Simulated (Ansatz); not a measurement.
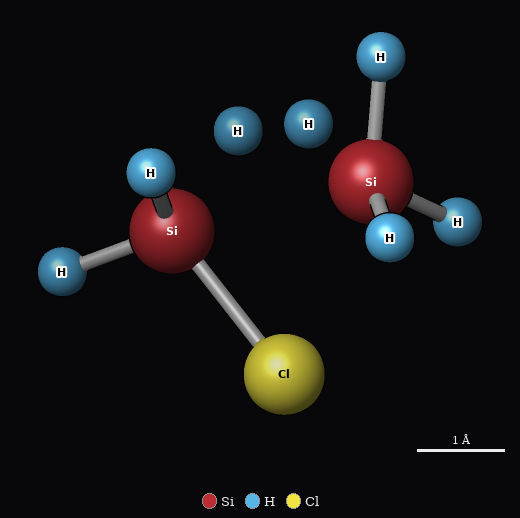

Fig. 1: The input geometry (ball-and-stick view, seen at a tilt). Bond lengths as drawn: Cl–Si 2.13 Å and H–Si 1.46 Å.

**Run report: Si2H7Cl, geometry relaxation**

- system: Si2H7Cl
- method: RHF/def2-SVP (Ansatz 0.2.0)

The input holds or restrains some coordinates. Forces given for the steps count only the free coordinates. It belongs to a series of runs on one base structure; here: pulled along the bonds that form and break, towards end B.

## Log
```
The last accepted step is kept in [file] (removed where the run ends without a failure and the disk answers)
Engine: ansatz 0.2.0, aarch64-unknown-linux-gnu
Functional definition: HF
  exchange = exact_x
  correlation = 0
904 factors; integrals over basis functions are off by at most 4.4e-4 eV
mean field evaluation 1: about -28321.3951 eV, gradient 1.9e1 eV
mean field evaluation 2: about -28321.3968 eV, gradient 1.9e1 eV
mean field evaluation 4: about -28323.1473 eV, gradient 2.2e0 eV
mean field evaluation 8: about -28323.1806 eV, gradient 1.0e-2 eV
mean field -28323.18058320 eV, -1040.8576882913 hartree, gradient 1.1e-5 eV, S^2 0.000000; 0 other end points of the search recorded, 0 dependent functions left out
the calculation of the forces begins
reference -28323.18058320 eV, -1040.8576882913 hartree; 26, 26 occupied and 63, 63 virtual orbitals, 904 factors
relax step   1: F+E_penalty+E_count = -28323.18058320 eV  Δ(F+E_penalty+E_count) = +0.000e0 eV  max|allowed force component| = 3.451e0 eV/Å  E_restraint = 24.06984023 eV  max|allowed force component, restraints' pulls added| = 2.557e1 eV/Å  Δτ_max = 0.0000 Å  (34 SCF iters, accepted)
  distance Si 0 - Si 5 = 2.5200 Å
  distance H 9 - H 1 = 0.9491 Å
  distance Si 0 - H 1 = 1.8100 Å
  distance H 9 - Si 5 = 1.8182 Å
these checks for a lower state are left out or cut short: starts, cluster_reference, orbital_swaps, neighbouring_geometries, increment
904 factors; integrals over basis functions are off by at most 4.2e-4 eV
mean field evaluation 16: about -28324.5593 eV, gradient 6.1e-2 eV
mean field -28324.55940303 eV, -1040.9083589856 hartree, gradient 1.0e-5 eV, S^2 0.000000; 0 other end points of the search recorded, 0 dependent functions left out
[... from here on the field's lines of each further geometry are left out, up to the last ...]
relax step   2: F+E_penalty+E_count = -28324.55940303 eV  Δ(F+E_penalty+E_count) = -1.379e0 eV  max|allowed force component| = 3.586e0 eV/Å  E_restraint = 10.33838326 eV  max|allowed force component, restraints' pulls added| = 1.819e1 eV/Å  Δτ_max = 0.1942 Å  (36 SCF iters, accepted)
relax step   3: F+E_penalty+E_count = -28325.45521918 eV  Δ(F+E_penalty+E_count) = -8.958e-1 eV  max|allowed force component| = 5.566e0 eV/Å  E_restraint = 3.00884720 eV  max|allowed force component, restraints' pulls added| = 9.359e0 eV/Å  Δτ_max = 0.1949 Å  (27 SCF iters, accepted)
relax step   4: F+E_penalty+E_count = -28327.27144174 eV  Δ(F+E_penalty+E_count) = -1.816e0 eV  max|allowed force component| = 4.771e0 eV/Å  E_restraint = 0.53799940 eV  max|allowed force component, restraints' pulls added| = 5.408e0 eV/Å  Δτ_max = 0.1940 Å  (28 SCF iters, accepted)
relax step   5: F+E_penalty+E_count = -28328.42345648 eV  Δ(F+E_penalty+E_count) = -1.152e0 eV  max|allowed force component| = 2.386e0 eV/Å  E_restraint = 0.06520431 eV  max|allowed force component, restraints' pulls added| = 1.532e0 eV/Å  Δτ_max = 0.1948 Å  (25 SCF iters, accepted)
relax step   6: F+E_penalty+E_count = -28328.94100057 eV  Δ(F+E_penalty+E_count) = -5.175e-1 eV  max|allowed force component| = 2.068e0 eV/Å  E_restraint = 0.14177620 eV  max|allowed force component, restraints' pulls added| = 2.176e0 eV/Å  Δτ_max = 0.1951 Å  (27 SCF iters, accepted)
relax step   7: F+E_penalty+E_count = -28329.52653052 eV  Δ(F+E_penalty+E_count) = -5.855e-1 eV  max|allowed force component| = 1.421e0 eV/Å  E_restraint = 0.13613537 eV  max|allowed force component, restraints' pulls added| = 1.517e0 eV/Å  Δτ_max = 0.1948 Å  (24 SCF iters, accepted)
relax step   8: F+E_penalty+E_count = -28329.70697993 eV  Δ(F+E_penalty+E_count) = -1.804e-1 eV  max|allowed force component| = 1.292e0 eV/Å  E_restraint = 0.09410900 eV  max|allowed force component, restraints' pulls added| = 5.410e-1 eV/Å  Δτ_max = 0.2000 Å  (24 SCF iters, accepted)
relax step   9: F+E_penalty+E_count = -28329.82571379 eV  Δ(F+E_penalty+E_count) = -1.187e-1 eV  max|allowed force component| = 1.405e0 eV/Å  E_restraint = 0.18763562 eV  max|allowed force component, restraints' pulls added| = 2.671e0 eV/Å  Δτ_max = 0.1941 Å  (24 SCF iters, accepted)
relax step  10: F+E_penalty+E_count = -28329.82103395 eV  Δ(F+E_penalty+E_count) = +4.680e-3 eV  max|allowed force component| = 1.412e0 eV/Å  E_restraint = 0.07496239 eV  max|allowed force component, restraints' pulls added| = 2.185e-1 eV/Å  Δτ_max = 0.1998 Å  (20 SCF iters, accepted)
the calculation of the forces begins
reference -28329.83444928 eV, -1041.1022133597 hartree; 26, 26 occupied and 63, 63 virtual orbitals, 904 factors
relax step  11: F+E_penalty+E_count = -28329.83444928 eV  Δ(F+E_penalty+E_count) = -1.342e-2 eV  max|allowed force component| = 1.301e0 eV/Å  E_restraint = 0.07244071 eV  max|allowed force component, restraints' pulls added| = 1.011e-1 eV/Å  Δτ_max = 0.0764 Å  (21 SCF iters, accepted)
```

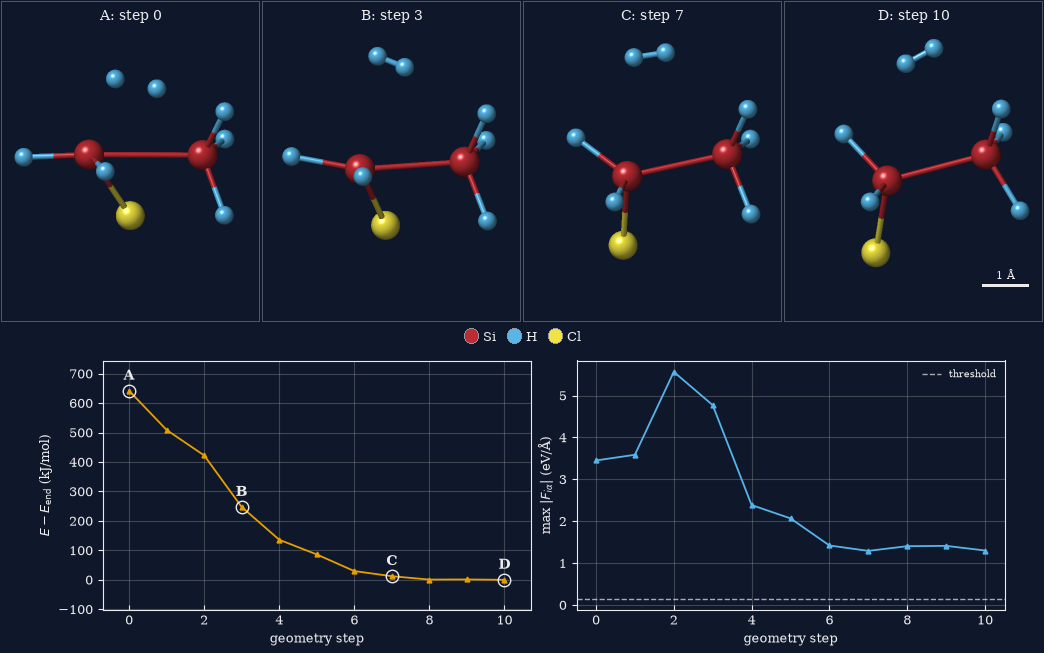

Fig. 2: Frames of the restrained relaxation (ball-and-stick view, seen at a tilt) above the curves, on which the letters mark them (the first geometry is step 0 here and step 1 in the log).

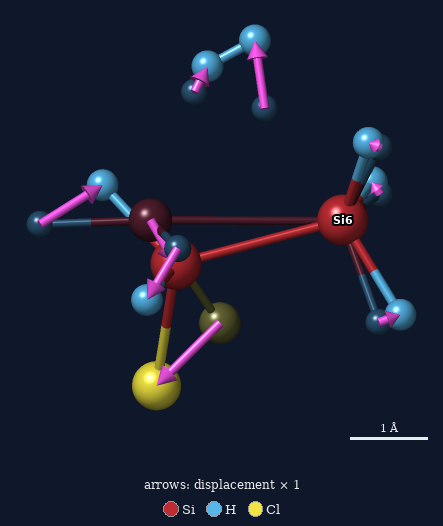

Fig. 3: Start (faint) and end (solid) with the displacements as pink arrows, at true length (ball-and-stick view, seen at a tilt). The two geometries are laid on each other by the best rigid fit. Over 10 geometry steps the energy falls by 642.0 kJ/mol. The largest force component goes from 3.5 to 1.3 eV/Å. The largest move after the best rigid fit is that of Cl4, 1.18 Å. Largest moves by element: Cl 1.18 Å, H 0.99 Å, Si 0.67 Å. Among the contacts that change: Si1–Si6 2.520 → 2.265 Å, H2–H10 0.949 → 0.710 Å, Si1–Cl4 2.128 → 2.095 Å, Si1–H3 1.460 → 1.479 Å. New bonds form: H2–H10 (0.95 → 0.71 Å). Among the angles that change: H5–Si1–Si6 173.5° → 116.9°, Cl4–Si1–Si6 64.5° → 107.7°, H3–Si1–Si6 75.6° → 110.0°. (Atoms are counted from 1 in the order of the input.)

```
  distance Si 0 - Si 5 = 2.2646 Å
  distance H 9 - H 1 = 0.7099 Å
  distance Si 0 - H 1 = 2.6759 Å
  distance H 9 - Si 5 = 2.6700 Å
904 factors; integrals over basis functions are off by at most 3.7e-4 eV
mean field -28329.83444928 eV, -1041.1022133597 hartree, gradient 2.8e-5 eV, S^2 0.000000; 1 other end points of the search recorded, 0 dependent functions left out
the calculation of the forces begins
reference -28329.83444928 eV, -1041.1022133597 hartree; 26, 26 occupied and 63, 63 virtual orbitals, 904 factors
Total energy: -28329.83444928 eV, -1041.1022133597 hartree
Atom 0 at     0.156917     0.491751    -0.448336 Å, force    -0.434465    -1.009953    -1.178690 eV/Å
Atom 1 at    -0.003405     0.037028     2.183777 Å, force    -0.577974    -0.946944    -0.632670 eV/Å
Atom 2 at     1.232171    -0.110692    -1.266632 Å, force    -0.002754    -0.017563    -0.034029 eV/Å
Atom 3 at    -1.254382     1.313624    -1.760338 Å, force     0.057928     0.021775     0.046879 eV/Å
Atom 4 at    -0.528786    -0.596606     0.269394 Å, force    -0.012106     0.002313    -0.003039 eV/Å
Atom 5 at     0.992932     2.179055     0.809600 Å, force     0.475362     1.221939     0.506654 eV/Å
Atom 6 at     2.121522     1.749397     1.668130 Å, force     0.003680    -0.038541    -0.045995 eV/Å
Atom 7 at     1.482786     3.202224    -0.145802 Å, force     0.026271     0.044799     0.016331 eV/Å
Atom 8 at    -0.071198     2.766201     1.652068 Å, force    -0.008785     0.052639     0.023384 eV/Å
Atom 9 at     0.257643     0.445417     2.702439 Å, force     0.472844     0.669535     1.301175 eV/Å
Dipole moment:     0.243845    -0.132728     0.320904 e Å
```

## Trajectory as extended XYZ (Å, eV, eV/Å), 11 frames, from step=1 to step=11
```
10
Properties=species:S:1:pos:R:3:forces:R:3 step=1 energy=-28323.18058
Si    0.0000    0.0000    0.0000    0.3653   0.8860   2.7411
H     0.0000    0.0000    1.8100   -1.1491  -3.0304  -1.1586
H     1.3768    0.0000   -0.4862    0.3545  -0.5674   0.4622
Cl   -1.0032    1.7381   -0.7093   -2.2913  -1.5530  -1.2054
H    -0.6877   -1.1914   -0.4862   -0.8237  -0.1059  -0.3623
Si    0.9447    2.1969    0.7946    1.6685   1.9362   2.2551
H     2.0882    1.9485    1.6677    1.3280   0.7688   0.5759
H     1.3741    2.9873   -0.3554    0.3445  -0.1049  -0.3682
H    -0.0801    2.9297    1.5325   -0.0425   0.9505   0.5110
H     0.3734    0.8683    1.8966    0.2457   0.8201  -3.4509
10
Properties=species:S:1:pos:R:3:forces:R:3 step=2 energy=-28324.55940
Si    0.0322    0.0841   -0.1149    1.8925   3.0038  -0.4085
H    -0.0057   -0.0185    2.0006    0.3313   0.5321   2.0919
H     1.3982   -0.0060   -0.4881    1.1505  -1.5288  -1.8376
Cl   -1.0399    1.7336   -0.7335   -3.5863   0.2145  -3.4510
H    -0.6916   -1.1800   -0.4890   -0.0910   0.5614   1.2470
Si    0.9783    2.2560    0.7051   -0.2018  -1.7425   2.8250
H     2.0970    1.9626    1.6643    0.2509   0.2230   0.0189
H     1.3876    3.0028   -0.3834    0.9416   1.3329  -1.6958
H    -0.0716    2.9380    1.5301    0.3388   0.0017  -0.0506
H     0.3019    0.7048    1.9730   -1.0266  -2.5981   1.2607
10
Properties=species:S:1:pos:R:3:forces:R:3 step=3 energy=-28325.45522
Si    0.0873    0.1986   -0.2327    0.0476   0.0813   1.0528
H    -0.0029   -0.0152    2.1537   -2.3274  -5.5661   1.4739
H     1.4210   -0.0301   -0.5273    2.0243  -1.3705  -2.4001
Cl   -1.0894    1.7480   -0.7894   -3.4809   0.7667  -3.4968
H    -0.6851   -1.1642   -0.4611    0.5791   1.6610   1.0466
Si    0.9824    2.2536    0.6396   -0.4152  -1.8974   5.1729
H     2.0917    1.9608    1.6604   -0.0306   0.3364  -0.5932
H     1.4005    3.0240   -0.4076    1.0111   1.5000  -2.1326
H    -0.0650    2.9306    1.5254    0.6003  -0.1245  -0.5557
H     0.2457    0.5712    2.1034    1.9916   4.6130   0.4322
10
Properties=species:S:1:pos:R:3:forces:R:3 step=4 energy=-28327.27144
Si    0.1198    0.2867   -0.2404    0.5580  -0.3680  -0.0877
H    -0.0511   -0.1250    2.3062   -1.9959  -4.7714   0.8531
H     1.4877   -0.0770   -0.6427    0.1150  -0.5302  -1.5528
Cl   -1.1965    1.7549   -0.9224   -1.6874  -0.0778  -2.2340
H    -0.6484   -1.0610   -0.4194    0.4698   1.3806   1.0305
Si    0.9863    2.2535    0.6558    0.1713  -0.3151   2.7647
H     2.0974    1.9818    1.6318    0.1644   0.1609  -0.3283
H     1.4300    3.0582   -0.4681    0.2450   0.1674  -0.4226
H    -0.0400    2.9326    1.5004    0.1589   0.1268  -0.2433
H     0.2008    0.4725    2.2631    1.8010   4.2267   0.2205
10
Properties=species:S:1:pos:R:3:forces:R:3 step=5 energy=-28328.42346
Si    0.1900    0.3704   -0.2532   -1.2338  -0.4859  -0.7347
H    -0.0908   -0.2290    2.3540   -0.9838  -2.3863   0.2078
H     1.4514   -0.0957   -0.7794    0.6316  -0.2372  -1.3891
Cl   -1.2686    1.6997   -1.0946   -0.1890  -0.4516  -1.1193
H    -0.5988   -0.9276   -0.3037    0.2844   0.7781   1.0219
Si    1.0051    2.2645    0.6934   -0.0648   0.1784   2.3522
H     2.1359    1.9997    1.6165    0.2191   0.0853  -0.0368
H     1.4284    3.0221   -0.4512    0.3354   0.4489  -0.6878
H    -0.0386    2.9648    1.4921    0.1566   0.0458  -0.1484
H     0.1723    0.4085    2.3905    0.8443   2.0243   0.5342
10
Properties=species:S:1:pos:R:3:forces:R:3 step=6 energy=-28328.94100
Si    0.1503    0.3987   -0.2604    1.4791   0.2709  -2.0678
H    -0.1093   -0.2814    2.3210   -0.3592  -0.8999   0.1443
H     1.4946   -0.1037   -0.9678   -1.5812   0.5961   0.1166
Cl   -1.2990    1.6353   -1.2486    0.2372  -0.5196  -0.4908
H    -0.5862   -0.8290   -0.1359   -0.3846  -0.5195   0.9035
Si    0.9882    2.2535    0.7878    1.4496   0.8567  -0.8562
H     2.1781    2.0071    1.6633   -0.2440   0.0396  -0.1203
H     1.4544    3.0466   -0.5029   -0.4303  -0.7444   1.4250
H    -0.0334    2.9803    1.5113   -0.3967   0.3625   0.3627
H     0.1484    0.3698    2.4962    0.2300   0.5576   0.5830
10
Properties=species:S:1:pos:R:3:forces:R:3 step=7 energy=-28329.52653
Si    0.1944    0.4259   -0.3081   -0.5243  -0.2793  -1.4210
H    -0.1061   -0.2652    2.2772   -0.4075  -0.9950   0.0009
H     1.3720   -0.0402   -1.1052   -0.3940   0.0790  -0.2186
Cl   -1.2662    1.5581   -1.4025    0.4278  -0.4953  -0.0924
H    -0.5586   -0.7936    0.0509    0.1721   0.2054   0.4288
Si    1.0091    2.2409    0.8046    0.4164   0.6057   0.4560
H     2.1871    2.0120    1.6772   -0.0688  -0.0890   0.0469
H     1.4403    2.9872   -0.3897    0.1377   0.2685  -0.0439
H    -0.0299    2.9930    1.5332   -0.0545  -0.0204   0.0960
H     0.1441    0.3595    2.5268    0.2950   0.7203   0.7472
10
Properties=species:S:1:pos:R:3:forces:R:3 step=8 energy=-28329.70698
Si    0.1834    0.4579   -0.3426   -0.3943  -0.8182  -1.2923
H    -0.0711   -0.2130    2.2427   -0.4929  -1.0749  -0.2007
H     1.2882   -0.0213   -1.2165   -0.1176  -0.0458   0.0586
Cl   -1.2459    1.4079   -1.5331   -0.1513   0.1406  -0.3044
H    -0.5566   -0.7137    0.1576    0.2439   0.0364   0.3129
Si    1.0002    2.2258    0.8257    0.4482   1.0058   0.3237
H     2.1448    1.9304    1.7154   -0.0151  -0.0941   0.0716
H     1.4835    3.0408   -0.3115    0.1019   0.1666   0.0242
H    -0.0315    2.9987    1.5562   -0.0258  -0.1497   0.0551
H     0.1912    0.3637    2.5706    0.4031   0.8333   0.9513
10
Properties=species:S:1:pos:R:3:forces:R:3 step=9 energy=-28329.82571
Si    0.1364    0.4866   -0.4428   -0.2643  -1.1421  -0.8128
H    -0.0076   -0.0412    2.1786    0.1594   0.2688   0.8450
H     1.2366   -0.0420   -1.2854   -0.1225  -0.0566  -0.0328
Cl   -1.2703    1.3794   -1.7095   -0.0129  -0.1398   0.0760
H    -0.4783   -0.6631    0.2899    0.0022   0.3420  -0.3738
Si    0.9777    2.1738    0.8143    0.5917   1.4047   0.3565
H     2.0785    1.7803    1.7324   -0.0731  -0.0459  -0.1264
H     1.5289    3.1101   -0.2161   -0.0511  -0.0421   0.2335
H    -0.0801    2.8721    1.5889    0.0486  -0.0757  -0.0278
H     0.2644    0.4212    2.7141   -0.2781  -0.5133  -0.1375
10
Properties=species:S:1:pos:R:3:forces:R:3 step=10 energy=-28329.82103
Si    0.1908    0.4568   -0.4367   -0.6420  -0.9302  -1.4122
H    -0.0257    0.0661    2.2023   -0.5519  -0.9430  -0.5930
H     1.2290   -0.1632   -1.2951    0.0363   0.0784   0.0941
Cl   -1.2096    1.3534   -1.7167   -0.0460  -0.0379  -0.0601
H    -0.5243   -0.6443    0.2405    0.0807   0.1053   0.0870
Si    0.9799    2.1851    0.7952    0.6776   1.2256   0.5964
H     2.1336    1.7206    1.5991    0.0351   0.0697   0.0873
H     1.4486    3.2647   -0.1183   -0.0451  -0.1679  -0.0044
H    -0.0662    2.7527    1.6778    0.0128  -0.0537  -0.0341
H     0.2302    0.4856    2.7162    0.4426   0.6538   1.2390
10
Properties=species:S:1:pos:R:3:forces:R:3 step=11 energy=-28329.83445
Si    0.1569    0.4918   -0.4483   -0.4345  -1.0100  -1.1787
H    -0.0034    0.0370    2.1838   -0.5780  -0.9469  -0.6327
H     1.2322   -0.1107   -1.2666   -0.0028  -0.0176  -0.0340
Cl   -1.2544    1.3136   -1.7603    0.0579   0.0218   0.0469
H    -0.5288   -0.5966    0.2694   -0.0121   0.0023  -0.0030
Si    0.9929    2.1791    0.8096    0.4754   1.2219   0.5067
H     2.1215    1.7494    1.6681    0.0037  -0.0385  -0.0460
H     1.4828    3.2022   -0.1458    0.0263   0.0448   0.0163
H    -0.0712    2.7662    1.6521   -0.0088   0.0526   0.0234
H     0.2576    0.4454    2.7024    0.4728   0.6695   1.3012
```

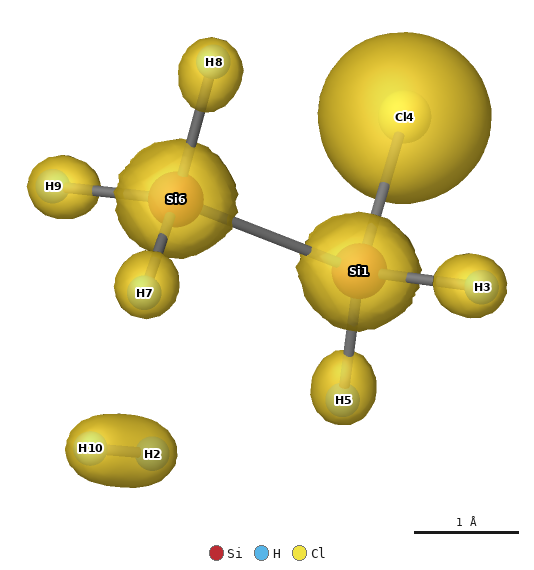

Fig. 4: Isosurface of the total electron density at 1 e/Å³ (yellow), seen at an oblique angle. At this value the surface falls into nine separate pieces. It is pinched off along the Si···H (2.67 Å), Si–Cl (2.09 Å) and Si–Si (2.26 Å) contacts. On the grid the lowest density along these lines, outside the cores, is 0.07 e/Å³ (Si···H, 2.67 Å), 0.57 e/Å³ (Si–Cl, 2.09 Å), 0.71 e/Å³ (Si–Si, 2.26 Å) and 1.9 e/Å³ (H–H, 0.71 Å).

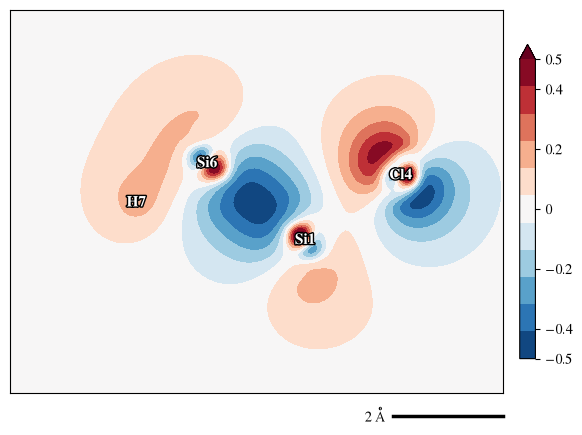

Fig. 5: One frontier orbital on the plane of atoms Cl4, Si1 and Si6 (values in Å⁻³ᐟ²; the overall sign is arbitrary). The HOMO, at −11.18 eV. By Hirshfeld shares it lies mainly on Cl4 (30 %), Si6 (25 %) and Si1 (25 %).

The run was set up as follows.

## The input
```yaml
crystal:
  periodic: [false, false, false]
  atoms:
    - { symbol: Si, position_ang: [0.0, 0.0, 0.0] }
    - { symbol: H, position_ang: [0.0, 0.0, 1.81] }
    - { symbol: H, position_ang: [1.3768, 0.0, -0.4862] }
    - { symbol: Cl, position_ang: [-1.0032, 1.7381, -0.7093] }
    - { symbol: H, position_ang: [-0.6877, -1.1914, -0.4862] }
    - { symbol: Si, position_ang: [0.9447, 2.1969, 0.7946] }
    - { symbol: H, position_ang: [2.0882, 1.9485, 1.6677] }
    - { symbol: H, position_ang: [1.3741, 2.9873, -0.3554] }
    - { symbol: H, position_ang: [-0.0801, 2.9297, 1.5325] }
    - { symbol: H, position_ang: [0.3734, 0.8683, 1.8966] }
basis:
  gaussian: { orbitals: def2-SVP }
hamiltonian:
  xc: hf
relax:
  f_tol: 0.15
  max_steps: 25
  restrain:
    - { distance: [0, 5], at: 2.22, k: 30.0 }
    - { distance: [9, 1], at: 0.66, k: 30.0 }
    - { distance: [0, 1], at: 2.66, k: 30.0 }
    - { distance: [9, 5], at: 2.66, k: 30.0 }
output:
  orbitals: {}
```

Command:
```bash
ansatz run input.yaml --threads 1 --pin off --max-ram 2048MiB --backend cpu --events-out ev --progress --plain --runs-dir out
```

## Key numbers

| quantity | value |
| --- | --- |
| outcome | converged under the restraints of the input |
| total energy | −28329.8344 eV |
| mean-field energy | −28329.8344 eV |
| largest force (length of the vector) at the end, held atoms and coordinates included | 1.612 eV/Å |
| hardware | 1 thread of Arm Neoverse V2, 24 GiB of memory available, shared host |
| wall time | 18 s |
| peak memory | 0.16 GiB |
